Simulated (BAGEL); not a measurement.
# C3H2ClF (SMILES FC1=CC1Cl): HF/def2-SVP (density fitting with qzvpp-jkfit)

Aim: the vertical singlet–triplet gap of C3H2ClF at HF/def2-SVP (density fitting with qzvpp-jkfit), from 2 runs. 

The calculation is run with BAGEL 1.2.2.

## 1. The system as given

C3H2ClF: 7 atoms, total charge 0, spin state singlet. SMILES: `FC1=CC1Cl`. The shape is that of a PBE0-D4/def2-TZVP optimisation.

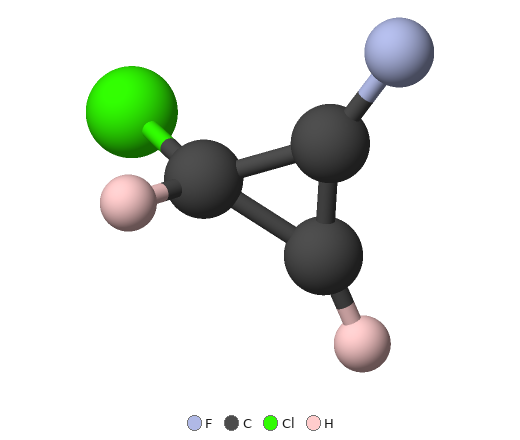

The structure, seen from a chosen angle (fluorine light blue, carbon dark grey, chlorine green, hydrogen pink).

## 2. The energy at HF/def2-SVP (density fitting with qzvpp-jkfit)

Input file input.json:

```json
{ "bagel": [

{
  "title": "molecule",
  "basis": "svp",
  "df_basis": "qzvpp-jkfit",
  "angstrom": true,
  "geometry": [
    { "atom": "F", "xyz": [    0.416000,   -2.094500,   -0.334400 ] },
    { "atom": "C", "xyz": [    0.254800,   -0.851400,    0.006900 ] },
    { "atom": "C", "xyz": [    0.154700,    0.033300,    0.937200 ] },
    { "atom": "C", "xyz": [    0.000700,    0.474100,   -0.491600 ] },
    { "atom": "Cl", "xyz": [   -1.623600,    0.912000,   -1.122900 ] },
    { "atom": "H", "xyz": [    0.123900,    0.365700,    1.959300 ] },
    { "atom": "H", "xyz": [    0.734800,    1.092800,   -1.000200 ] }
  ]
},
{ "title": "hf" },
{ "title": "print", "file": "orbitals.molden", "orbitals": true }

]}
```

Command:

```sh
$ BAGEL_NUM_THREADS=1 BAGEL input.json > input.out
```

Log:

```text
* using 1 threads per process

  ===============================================================
  ===============================================================

  *** Geometry ***

  { "atom" : "F", "xyz" : [      0.786126,     -3.958031,     -0.631924 ] },
  { "atom" : "C", "xyz" : [      0.481502,     -1.608913,      0.013039 ] },
  { "atom" : "C", "xyz" : [      0.292341,      0.062928,      1.771051 ] },
  { "atom" : "C", "xyz" : [      0.001323,      0.895919,     -0.928989 ] },
  { "atom" : "Cl", "xyz" : [     -3.068159,      1.723430,     -2.121973 ] },
  { "atom" : "H", "xyz" : [      0.234137,      0.691073,      3.702540 ] },
  { "atom" : "H", "xyz" : [      1.388571,      2.065093,     -1.890104 ] },

  Number of auxiliary basis functions:      466

  Since a DF basis is specified, we compute 2- and 3-index integrals:
    o Being stored without compression. Storage requirement is 0.026 GB

  Number of basis functions:       84
  Number of electrons      :       46

    * METHOD: MOLECULE                             0.17

  *** RHF ***

  === Nuclear Repulsion ===
   195.7062309754

      * DIIS with orbital gradients will be used.

  === RHF iteration (svp) ===
      0       -673.16695244          0.01282992           0.05
      1       -673.25565424          0.00630810           0.05
      2       -673.27409388          0.00164031           0.05
      3       -673.27599573          0.00044139           0.05
      4       -673.27613410          0.00011789           0.05
      5       -673.27615217          0.00004322           0.05
      6       -673.27615453          0.00001976           0.05
      7       -673.27615496          0.00000675           0.05
      8       -673.27615502          0.00000329           0.05
      9       -673.27615504          0.00000161           0.05
     10       -673.27615504          0.00000064           0.05
     11       -673.27615504          0.00000023           0.05
     12       -673.27615504          0.00000011           0.05
     13       -673.27615504          0.00000005           0.05
     14       -673.27615504          0.00000002           0.05
     15       -673.27615504          0.00000001           0.05
     16       -673.27615504          0.00000001           0.05
    * SCF iteration converged.

    * Permanent dipole moment:
           (   -0.694473,    -0.137579,    -0.658571) a.u.

    * METHOD: HF                                   0.94

    * METHOD: PRINT                                0.01

  ===============================================================
```

Wall time 1.3 s (1 thread of Arm Neoverse V2, shared host).

## 3. The triplet

Input file job.json:

```json
{ "bagel": [

{
  "title": "molecule",
  "basis": "svp",
  "df_basis": "qzvpp-jkfit",
  "angstrom": true,
  "geometry": [
    { "atom": "F", "xyz": [       0.416000,      -2.094500,      -0.334400 ] },
    { "atom": "C", "xyz": [       0.254800,      -0.851400,       0.006900 ] },
    { "atom": "C", "xyz": [       0.154700,       0.033300,       0.937200 ] },
    { "atom": "C", "xyz": [       0.000700,       0.474100,      -0.491600 ] },
    { "atom": "Cl", "xyz": [      -1.623600,       0.912000,      -1.122900 ] },
    { "atom": "H", "xyz": [       0.123900,       0.365700,       1.959300 ] },
    { "atom": "H", "xyz": [       0.734800,       1.092800,      -1.000200 ] }
  ]
},

{
  "title": "uhf",
  "nopen": 2
},

{
  "title": "print",
  "file": "orbitals.molden",
  "orbitals": true
}

]}
```

Command:

```sh
$ BAGEL_NUM_THREADS=1 BAGEL job.json > job.out
```

Log:

```text
* using 1 threads per process

  ===============================================================
  ===============================================================

  *** Geometry ***

  { "atom" : "F", "xyz" : [      0.786126,     -3.958031,     -0.631924 ] },
  { "atom" : "C", "xyz" : [      0.481502,     -1.608913,      0.013039 ] },
  { "atom" : "C", "xyz" : [      0.292341,      0.062928,      1.771051 ] },
  { "atom" : "C", "xyz" : [      0.001323,      0.895919,     -0.928989 ] },
  { "atom" : "Cl", "xyz" : [     -3.068159,      1.723430,     -2.121973 ] },
  { "atom" : "H", "xyz" : [      0.234137,      0.691073,      3.702540 ] },
  { "atom" : "H", "xyz" : [      1.388571,      2.065093,     -1.890104 ] },

  Number of auxiliary basis functions:      466

  Since a DF basis is specified, we compute 2- and 3-index integrals:
    o Being stored without compression. Storage requirement is 0.026 GB

  Number of basis functions:       84
  Number of electrons      :       46

    * METHOD: MOLECULE                             0.17

  *** Open-shell HF ***

  === Nuclear Repulsion ===
   195.7062309754

      * DIIS with orbital gradients will be used.

  === UHF iteration (svp) ===
      0       -672.95528901          0.02635308           0.10
      1       -673.07749275          0.01341280           0.10
      2       -673.10703354          0.00741434           0.10
      3       -673.11745458          0.00203117           0.10
      4       -673.12145651          0.00098989           0.10
      5       -673.12263313          0.00050581           0.10
      6       -673.12308066          0.00023622           0.10
      7       -673.12318226          0.00011932           0.10
      8       -673.12320933          0.00004035           0.10
      9       -673.12321167          0.00001648           0.11
     10       -673.12321230          0.00000746           0.10
     11       -673.12321254          0.00000373           0.10
     12       -673.12321263          0.00000176           0.10
     13       -673.12321265          0.00000106           0.10
     14       -673.12321266          0.00000072           0.10
     15       -673.12321266          0.00000046           0.10
     16       -673.12321266          0.00000023           0.10
     17       -673.12321266          0.00000013           0.10
     18       -673.12321266          0.00000008           0.10
     19       -673.12321266          0.00000004           0.10
     20       -673.12321266          0.00000002           0.10
     21       -673.12321267          0.00000001           0.10
     22       -673.12321267          0.00000001           0.10
    * SCF iteration converged.

    * S^2 (UHF) is 2.0386

    * Permanent dipole moment:
           (   -0.517667,    -0.363287,    -0.464556) a.u.

    * METHOD: UHF                                  2.51

    * METHOD: PRINT                                0.01

  ===============================================================
```

Wall time 2.8 s (1 thread of Arm Neoverse V2, shared host).

## 4. Outcome

At HF/def2-SVP (density fitting with qzvpp-jkfit):

| quantity | value |
| --- | --- |
| singlet: total energy | -673.27616 Eh |
| singlet: dipole moment | 2.46 D |
| singlet: HOMO energy | -10.79 eV |
| singlet: LUMO energy | 4.21 eV |
| singlet: HOMO–LUMO gap | 15.00 eV |
| triplet: total energy | -673.12321 Eh |
| triplet: dipole moment | 1.99 D |
| triplet: ⟨S²⟩ | 2.039 |
| vertical energy of the triplet above the singlet | 4.162 eV |

In words: At this shape the triplet lies 4.16 eV (402 kJ/mol) above the singlet.
